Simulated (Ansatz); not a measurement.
# GeSiH5Cl (SMILES Cl[SiH2][GeH3]): PBE0/cc-pVDZ

Aim: the vertical singlet–triplet gap of GeSiH5Cl at PBE0/cc-pVDZ, from 2 runs. 

The results are computed with Ansatz 0.2.0.

62 further runs of the same task are left out: 62 set aside as unsound or not needed.

### 1 The system as given

GeSiH5Cl: 8 atoms, total charge 0, spin state singlet. SMILES: `Cl[SiH2][GeH3]`. The coordinates come from a PBE0-D4/def2-TZVP relaxation.

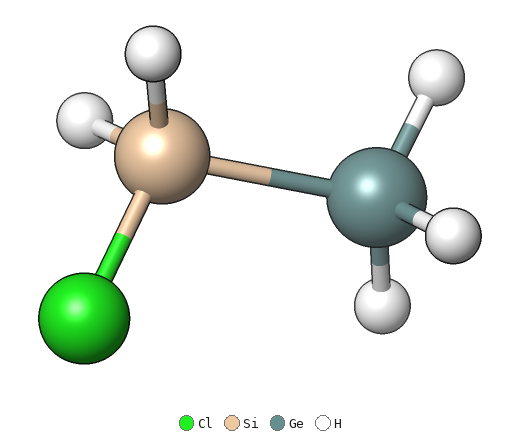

Viewed from a chosen angle; chlorine green, silicon light orange, germanium teal, hydrogen white.

### 2 The energy at PBE0/cc-pVDZ

Contents of run.yaml:

```yaml
crystal:
  periodic: [false, false, false]
  atoms:
    - symbol: Cl
      position_ang: [-2.290300, 1.217200, -0.310600]
    - symbol: Si
      position_ang: [-0.414100, 0.602600, -0.906900]
    - symbol: Ge
      position_ang: [0.581500, -0.662200, 0.842700]
    - symbol: H
      position_ang: [-0.573600, -0.206400, -2.140800]
    - symbol: H
      position_ang: [0.380700, 1.815700, -1.222200]
    - symbol: H
      position_ang: [0.711200, 0.201700, 2.106100]
    - symbol: H
      position_ang: [1.981500, -1.135500, 0.415600]
    - symbol: H
      position_ang: [-0.284600, -1.890300, 1.160200]
basis:
  gaussian:
    orbitals: cc-pVDZ
hamiltonian:
  xc: {name: PBE0}
output:
  orbitals: {seedname: orbitals}
accuracy: high
```

Run with:

```
$ ansatz run run.yaml --threads 1 --pin off --max-ram 3480MiB --events-out events.jsonl --progress --plain --runs-dir runs
```

The log of the run:

```text
Warning: RAYON_NUM_THREADS=1 ignored (pool sized by the plan → 1); use --threads N
Functional definition: PBE0
  name "PBE0"
  parameter a = 0.25
  parameter kappa = 0.804
  parameter beta = 0.06672455060314922
  exchange = (1 - a)*pbe_x(kappa = kappa, mu = beta*pi^2/3) + a*exact_x
  correlation = pbe_c(beta = beta)
2044 factors; integrals over basis functions are off by at most 4.4e-9 eV
mean field evaluation 1: about -76985.2284 eV, gradient 1.0e1 eV
mean field evaluation 2: about -76985.4404 eV, gradient 5.7e0 eV
mean field evaluation 4: about -76985.5251 eV, gradient 2.7e-1 eV
mean field evaluation 8: about -76985.6299 eV, gradient 5.0e-2 eV
mean field evaluation 16: about -76985.6299 eV, gradient 1.9e-6 eV
mean field -76985.62990633 eV, -2829.1697163233 hartree, gradient 1.3e-8 eV, S^2 0.000000; 0 other end points of the search recorded, 0 dependent functions left out
reference -76985.62990899 eV, -2829.1697164213 hartree; 34, 34 occupied and 54, 54 virtual orbitals, 2044 factors
Total energy: -76985.62990899 eV, -2829.1697164213 hartree
```

Wall time 13 s (1 thread of Arm Neoverse V1, shared host); peak memory 0.35 GiB.

### 3 The triplet

Contents of job.yaml:

```yaml
basis:
  gaussian:
    orbitals: cc-pVDZ
crystal:
  periodic: [false, false, false]
  atoms:
    - {symbol: Cl, position_ang: [-2.290300, 1.217200, -0.310600]}
    - {symbol: Si, position_ang: [-0.414100, 0.602600, -0.906900]}
    - {symbol: Ge, position_ang: [0.581500, -0.662200, 0.842700]}
    - {symbol: H, position_ang: [-0.573600, -0.206400, -2.140800]}
    - {symbol: H, position_ang: [0.380700, 1.815700, -1.222200]}
    - {symbol: H, position_ang: [0.711200, 0.201700, 2.106100]}
    - {symbol: H, position_ang: [1.981500, -1.135500, 0.415600]}
    - {symbol: H, position_ang: [-0.284600, -1.890300, 1.160200]}
total_charge: 0
magnetization:
  spin_polarized: true
  initial_magnetization: 2
hamiltonian:
  xc: pbe0
accuracy: high
output: {orbitals: {seedname: orbitals}}
```

Run with:

```
$ ansatz run job.yaml --threads 1 --pin off --max-ram 3480MiB --events-out events.jsonl --progress --plain --runs-dir runs
```

The log of the run:

```text
Warning: RAYON_NUM_THREADS=1 ignored (pool sized by the plan → 1); use --threads N
[... 7 set-up lines as earlier in the session ...]
2044 factors; integrals over basis functions are off by at most 4.4e-9 eV
mean field evaluation 1: about -76979.2189 eV, gradient 7.3e0 eV
mean field evaluation 2: about -76979.5096 eV, gradient 4.1e0 eV
mean field evaluation 4: about -76979.6406 eV, gradient 8.6e-1 eV
mean field evaluation 8: about -76979.7861 eV, gradient 2.1e-1 eV
mean field evaluation 16: about -76979.7871 eV, gradient 2.7e-3 eV
mean field evaluation 32: about -76979.7871 eV, gradient 4.6e-7 eV
mean field -76979.78711280 eV, -2828.9549976215 hartree, gradient 1.4e-8 eV, S^2 2.003868; 6 other end points of the search recorded, 0 dependent functions left out
reference -76979.78711554 eV, -2828.9549977224 hartree; 35, 33 occupied and 53, 55 virtual orbitals, 2044 factors
Total energy: -76979.78711554 eV, -2828.9549977224 hartree
```

It took 35 s on 1 thread of Arm Neoverse V1, shared host; peak memory 0.52 GiB.

### 4 Summary of results

Level: PBE0/cc-pVDZ.

```
                                        quantity           value
                           singlet: total energy  -2829.16972 Eh
                            singlet: HOMO energy        -8.10 eV
                            singlet: LUMO energy        -0.25 eV
                          singlet: HOMO–LUMO gap         7.84 eV
                           triplet: total energy  -2828.95500 Eh
     triplet: HOMO energy (highest over α and β)        -2.42 eV
                                   triplet: ⟨S²⟩           2.004
vertical energy of the triplet above the singlet        5.843 eV
```

What this shows: At this shape the triplet lies 5.84 eV (564 kJ/mol) above the singlet.
